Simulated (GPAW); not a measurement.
**[NH3]+ (SMILES [NH3+]): a first try and a second**

Wanted: energy and one-electron properties of [NH3]+, ULDA (PW92)/real-space grid (scalar-relativistic datasets).

Program for the calculation: GPAW 26.7.0.

1 further run of the same task is left out (set aside as unsound or not needed).

## Step 1: The structure to begin with

The species is [NH3]+ (4 atoms), meant as a doublet with charge +1. SMILES: `[NH3+]`. The coordinates come from a GFN2-xTB relaxation.

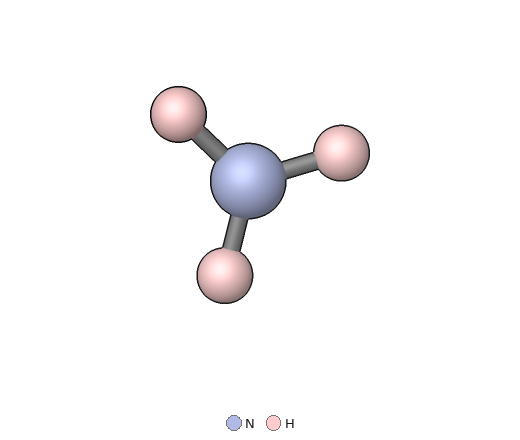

The structure, seen from a chosen angle (nitrogen light blue, hydrogen pink).

## Step 2: Try one

The input, gs.py:

```python
from ase.io.zmatrix import parse_zmatrix
from gpaw import GPAW

atoms = parse_zmatrix("""
N
H 1 1.027738
H 1 1.027718 2 120.02048
H 1 1.027679 3 120.00147 2 -179.77124
""")
atoms.center(vacuum=4.5)
atoms.set_initial_magnetic_moments([1.0, 0.0, 0.0, 0.0])

dft = GPAW(mode='fd',
           occupations={'name': 'fermi-dirac', 'width': 0.02, 'fixmagmom': True},
           h=0.2,
           xc='LDA',
           symmetry='off',
           charge=-1,
           maxiter=98,
           txt='-')
atoms.calc = dft

energy = atoms.get_potential_energy()
print(f'Energy: {energy:.5f} eV')
forces = atoms.get_forces()
print('Forces (eV/Ang)')
for symbol, f in zip(atoms.symbols, forces):
    print(f'{symbol:2} {f[0]:9.4f} {f[1]:9.4f} {f[2]:9.4f}')
```

Command:

```bash
$ python3 -u gs.py | tee gs.out
```

The log of the run:

```text
[...]
Number of symmetries: 1
[...]
  Number of IBZ points: 1
[...]
Spin-components: 2 (collinear spins)
Bands:           7
[...]
  Valence electrons: 8.0
[...]
  Grid points: [52 52 44]
  Charge: -1.0  # |e|
[...]
    cutoffs:
[...]
occupation numbers:
  Fixed magnetic moment: 1.000
[...]
xc functional:
  name: None
[...]
|iter     |     time |      energy | eigst |  dens |  magmom |
[...]
|iter:   1| 00:00:03 |  -18.430376 | +1.44 |       |  +1.0011|
[...]
|iter:  27| 00:00:30 |  -19.378361c| -7.44c| -4.53c|  +1.0000|
Converged in 27 steps
[...]
Energy contributions relative to reference atoms: (reference = -1507.261318)
Energy contributions:
  Kinetic:          21.075284
  Coulomb:         -20.720978
  Zero:              0.569668
  External:          0.000000
  Xc:              -20.302336
  Entropy:          -0.000000
  Spinorbit:         0.000000
  ----------------------------
  Free energy:     -19.378361
  Extrapolated:    -19.378361
dipole moment: (-5.209491, -5.389791, -4.502002)  # |e|*Ang
Total magnetic moment: (0.000000, 0.000000, 1.000000)
Local magnetic moments
|        x |        y |        z |
|----------|----------|----------|
| 0.000000 | 0.000000 | 0.017387 |  # N    0
| 0.000000 | 0.000000 | 0.001338 |  # H    1
| 0.000000 | 0.000000 | 0.001395 |  # H    2
| 0.000000 | 0.000000 | 0.001393 |  # H    3
Fermi levels: 2.850, 2.073
Eigenvalues  # (at kpt = [0.000, 0.000, 0.000])
| band index |      eig [eV] | occ [0-1] |      eig [eV] | occ [0-1] |
|------------|---------------|-----------|---------------|-----------|
|          0 |       -15.459 |     1.000 |       -15.413 |     1.000 |
|          1 |        -6.801 |     1.000 |        -6.732 |     1.000 |
|          2 |        -6.781 |     1.000 |        -6.713 |     1.000 |
|          3 |        -0.777 |     1.000 |        -0.714 |     1.000 |
|          4 |         2.400 |     1.000 |         2.878 |     0.000 |
|          5 |         3.292 |     0.000 |         3.776 |     0.000 |
|          6 |         3.340 |     0.000 |         3.820 |     0.000 |
Gap: 0.478 eV
Transition (v -> c):
[...]
Force computation time: 0.029  # s
Forces (eV/Ang)
N     0.1264   -0.0021   -0.0151
H    -0.4566    0.0020    0.0002
H     0.2435   -0.3641   -0.0021
H     0.2401    0.3637   -0.0008
```

Wall time 30 s (1 thread of Intel Xeon at 2.70GHz, shared host); peak memory 0.4 GiB.

## Step 3: Diagnosis

The run finished; that doesn't make the result usable.

What is wrong: the charge typed isn't that of the species meant. Among its listed settings the sound run differs in this, and the input shows the rest: charge 1 in place of -1.

## Step 4: Try two

The input, run.py:

```python
from ase.io.zmatrix import parse_zmatrix
from gpaw import GPAW

zmat = """
N
H 1 r2
H 1 r3 2 a3
H 1 r4 3 a4 2 d4
"""
values = dict(r2=1.027738, r3=1.027718, a3=120.02048, r4=1.027679, a4=120.00147, d4=-179.77124)
atoms = parse_zmatrix(zmat, defs=values)
atoms.center(vacuum=4.5)
atoms.set_initial_magnetic_moments([1.0, 0.0, 0.0, 0.0])

calc = GPAW(mode='fd',
            h=0.2,
            xc='LDA',
            charge=1,
            occupations={'name': 'fermi-dirac', 'width': 0.02, 'fixmagmom': True},
            maxiter=100,
            symmetry='off',
            txt='-')
atoms.calc = calc

energy = atoms.get_potential_energy()
print(f'Energy = {energy:.5f} eV')
forces = atoms.get_forces()
print('Forces (eV/Ang)')
for symbol, f in zip(atoms.symbols, forces):
    print(f'{symbol:2} {f[0]:9.4f} {f[1]:9.4f} {f[2]:9.4f}')
```

Command:

```bash
$ python3 -u run.py | tee run.out
```

The log of the run:

```text
[...]
Number of symmetries: 1
[...]
  Number of IBZ points: 1
[...]
Spin-components: 2 (collinear spins)
Bands:           7
[...]
  Valence electrons: 8.0
[...]
  Grid points: [52 52 44]
  Charge: 1.0  # |e|
[...]
    cutoffs:
[...]
occupation numbers:
  Fixed magnetic moment: 1.000
[...]
xc functional:
  name: None
[...]
|iter     |     time |      energy | eigst |  dens |  magmom |
[...]
|iter:   1| 00:00:02 |  -14.028447 | +1.30 |       |  +1.0007|
[...]
|iter:  13| 00:00:14 |   -9.899559c| -7.86c| -5.83c|  +1.0000|
Converged in 13 steps
[...]
Energy contributions relative to reference atoms: (reference = -1507.261318)
Energy contributions:
  Kinetic:          12.650521
  Coulomb:         -13.631590
  Zero:              0.560871
  External:          0.000000
  Xc:               -9.479360
  Entropy:          -0.000000
  Spinorbit:         0.000000
  ----------------------------
  Free energy:      -9.899559
  Extrapolated:     -9.899559
dipole moment: (5.012335, 5.390101, 4.502428)  # |e|*Ang
Total magnetic moment: (0.000000, 0.000000, 1.000000)
Local magnetic moments
|        x |        y |         z |
|----------|----------|-----------|
| 0.000000 | 0.000000 |  0.383869 |  # N    0
| 0.000000 | 0.000000 | -0.007308 |  # H    1
| 0.000000 | 0.000000 | -0.007329 |  # H    2
| 0.000000 | 0.000000 | -0.007328 |  # H    3
Fermi levels: -16.234, -21.254
Eigenvalues  # (at kpt = [0.000, 0.000, 0.000])
| band index |      eig [eV] | occ [0-1] |      eig [eV] | occ [0-1] |
|------------|---------------|-----------|---------------|-----------|
|          0 |       -31.889 |     1.000 |       -30.704 |     1.000 |
|          1 |       -22.372 |     1.000 |       -21.790 |     1.000 |
|          2 |       -22.363 |     1.000 |       -21.782 |     1.000 |
|          3 |       -17.857 |     1.000 |       -15.338 |     0.000 |
|          4 |        -7.230 |     0.000 |        -6.916 |     0.000 |
|          5 |        -5.108 |     0.000 |        -4.898 |     0.000 |
|          6 |        -5.095 |     0.000 |        -4.884 |     0.000 |
Gap: 2.518 eV
Transition (v -> c):
[...]
Force computation time: 0.033  # s
Forces (eV/Ang)
N     0.2156   -0.0026   -0.0214
H     0.3017    0.0022    0.0052
H    -0.1644    0.3015    0.0029
H    -0.1674   -0.3021    0.0014
```

Wall time 15 s (1 thread of Intel Xeon at 2.70GHz, shared host); peak memory 0.39 GiB.

## Step 5: Outcome

At ULDA (PW92)/real-space grid (scalar-relativistic datasets):

```
                                              quantity       value
energy as printed (from the program's reference atoms)  -9.8996 eV
                    HOMO energy (highest over α and β)   -17.86 eV
                     LUMO energy (lowest over α and β)   -15.34 eV
```
